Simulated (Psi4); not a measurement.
**SiPH3Cl (SMILES [PH][SiH2]Cl) at UPBE/may-cc-pVTZ (density fitting, sweep point 7)**

Aim: the vertical electron affinity of SiPH3Cl at UPBE/may-cc-pVTZ (density fitting, sweep point 7), from 2 runs. 

Program for the calculation: Psi4 1.11.

**1. The system as given**

SiPH3Cl has 6 atoms, charge 0, and is taken as a doublet. As SMILES, `[PH][SiH2]Cl`. Geometry: relaxed at GFN2-xTB. This is one conformer, not always the lowest.

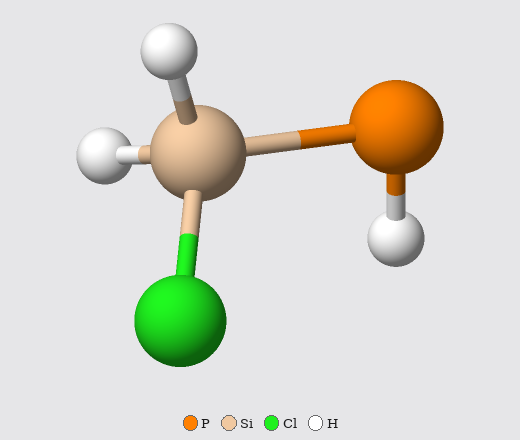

Viewed from a chosen angle; phosphorus orange, silicon light orange, chlorine green, hydrogen white.

**2. The energy at UPBE/may-cc-pVTZ (density fitting, sweep point 7)**

Input file clh3psi.dat:

```
memory 1600 MB

molecule mol {
  0 2
  P     -1.339730    -1.164950    -0.165130
  Si     0.470670     0.053950     0.283950
  Cl    -0.004750     2.023370     0.399910
  H     -1.621900    -0.494180    -1.352200
  H      1.500480    -0.061210    -0.748210
  H      0.995240    -0.356970     1.581680
  units angstrom
  symmetry c1
}

set {
  basis may-cc-pVTZ
  reference uks
  puream true
  scf_type df
  dft_radial_points 99
  dft_spherical_points 590
  maxiter 150
}

e, wfn = energy("pbe", return_wfn=True)
```

On the command line:

```
$ psi4 -n 1 clh3psi.dat clh3psi.out
```

clh3psi.out:

```text
[...]
  Running in c1 symmetry.
[...]
  Nuclear repulsion =  183.698200664115490
[...]
  Multiplicity = 2
[...]
  Nalpha       = 25
  Nbeta        = 24
[...]
    Number of basis functions: 156
[...]
   @DF-UKS iter   1: -1092.26864161474350   -1.09171e-01   3.31639e-03 ADIIS/DIIS
[...]
   @DF-UKS iter   9: -1092.40347502694385   -3.97204e-08   6.65924e-07 DIIS
[...]
   @S^2 Observed:                7.546719811E-01
[...]
    Orbital Energies [Eh]
    ---------------------
    Alpha Occupied:
       1A   -100.702195     2A    -76.352283     3A    -65.465528
       4A     -9.187581     5A     -7.009888     6A     -7.003829
       7A     -7.003522     8A     -6.330412     9A     -5.093330
      10A     -4.552674    11A     -4.546063    12A     -4.543275
      13A     -3.506412    14A     -3.503149    15A     -3.502238
      16A     -0.766471    17A     -0.594093    18A     -0.481970
      19A     -0.367868    20A     -0.360020    21A     -0.334127
      22A     -0.308415    23A     -0.285528    24A     -0.257239
      25A     -0.233756
    Alpha Virtual:
[...]
  @DF-UKS Final Energy: -1092.40347502694385
   => Energetics <=
    Nuclear Repulsion Energy =            183.6982006641154896
    One-Electron Energy =               -1876.2526206825086774
    Two-Electron Energy =                 673.1451729057055218
    DFT Exchange-Correlation Energy =     -72.9942279142563422
    Empirical Dispersion Energy =           0.0000000000000000
    VV10 Nonlocal Energy =                  0.0000000000000000
    Total Energy =                      -1092.4034750269438518
[...]
 Multipole Moments:
 ------------------------------------------------------------------------------------
     Multipole            Electronic (a.u.)      Nuclear  (a.u.)        Total (a.u.)
 ------------------------------------------------------------------------------------
 L = 1.  Multiply by 2.5417464519 to convert [e a0] to [Debye]
 Dipole X            :         -2.2073351            2.3509159            0.1435808
 Dipole Y            :          1.7377323           -1.9978231           -0.2600909
 Dipole Z            :          0.6731964           -0.8620916           -0.1888952
 Magnitude           :                                                    0.3520569
[...]
```

It took 23 s on 1 thread of Intel Xeon 6975P-C (Granite Rapids), shared host; peak memory 1.1 GiB.

**3. The singlet anion**

Input file job.in:

```
memory 1600 mb

molecule system {
  -1 1
  P     -1.339730    -1.164950    -0.165130
  Si     0.470670     0.053950     0.283950
  Cl    -0.004750     2.023370     0.399910
  H     -1.621900    -0.494180    -1.352200
  H      1.500480    -0.061210    -0.748210
  H      0.995240    -0.356970     1.581680
  symmetry c1
}

set globals {
  basis                may-cc-pVTZ
  puream               true
  scf_type             df
  dft_radial_points    99
  dft_spherical_points 590
}

energy('pbe')
```

On the command line:

```
$ psi4 job.in job.out -n 1
```

job.out:

```text
[...]
  Running in c1 symmetry.
[...]
  Nuclear repulsion =  183.698200664115490
[...]
  Multiplicity = 1
[...]
  Nalpha       = 25
  Nbeta        = 25
[...]
    Number of basis functions: 156
[...]
   @DF-RKS iter   1: -1092.17957121259565   -2.01003e-02   4.41848e-03 DIIS/ADIIS
[...]
   @DF-RKS iter  10: -1092.47804945186158   -9.99960e-08   5.53262e-07 DIIS
[...]
    Orbital Energies [Eh]
    ---------------------
    Doubly Occupied:
       1A   -100.530709     2A    -76.094370     3A    -65.275455
       4A     -9.017157     5A     -6.838654     6A     -6.833584
       7A     -6.833374     8A     -6.073406     9A     -4.902293
      10A     -4.292153    11A     -4.289874    12A     -4.286950
      13A     -3.315639    14A     -3.312019    15A     -3.311151
      16A     -0.596932    17A     -0.357129    18A     -0.288418
      19A     -0.191375    20A     -0.180585    21A     -0.148079
      22A     -0.119000    23A     -0.101210    24A     -0.038992
      25A      0.023173
[...]
  @DF-RKS Final Energy: -1092.47804945186158
   => Energetics <=
    Nuclear Repulsion Energy =            183.6982006641154896
    One-Electron Energy =               -1886.1252851306799130
    Two-Electron Energy =                 683.1488762246933675
    DFT Exchange-Correlation Energy =     -73.1998412099907085
    Empirical Dispersion Energy =           0.0000000000000000
    VV10 Nonlocal Energy =                  0.0000000000000000
    Total Energy =                      -1092.4780494518615797
[...]
 Multipole Moments:
 ------------------------------------------------------------------------------------
     Multipole            Electronic (a.u.)      Nuclear  (a.u.)        Total (a.u.)
 ------------------------------------------------------------------------------------
 L = 1.  Multiply by 2.5417464519 to convert [e a0] to [Debye]
 Dipole X            :         -1.3514326            2.3509159            0.9994833
 Dipole Y            :          3.4981322           -1.9978231            1.5003091
 Dipole Z            :          1.0989608           -0.8620916            0.2368692
 Magnitude           :                                                    1.8182412
[...]
```

Wall time 17 s (1 thread of Intel Xeon 6975P-C (Granite Rapids), shared host); peak memory 1.1 GiB.

**4. Summary of results**

At UPBE/may-cc-pVTZ (density fitting, sweep point 7):

| quantity | value |
| --- | --- |
| doublet SiPH3Cl: total energy | -1092.40348 Eh |
| doublet SiPH3Cl: dipole moment | 0.89 D |
| doublet SiPH3Cl: HOMO energy (highest over α and β) | -6.36 eV |
| doublet SiPH3Cl: LUMO energy (lowest over α and β) | -4.75 eV |
| doublet SiPH3Cl: ⟨S²⟩ | 0.755 |
| singlet anion: total energy | -1092.47805 Eh |
| singlet anion: HOMO energy | 0.63 eV |
| singlet anion: LUMO energy | 2.94 eV |
| singlet anion: HOMO–LUMO gap (to an unbound level, set by the basis) | 2.31 eV |
| vertical electron affinity (to the singlet anion) | 2.029 eV |

**Reading.** At fixed nuclei the extra electron is bound by 2.03 eV (196 kJ/mol). The HOMO (singlet anion) lies at positive energy, 0.63 eV, as semi-local functionals often give for anions; only total energies tell whether the electron is bound.
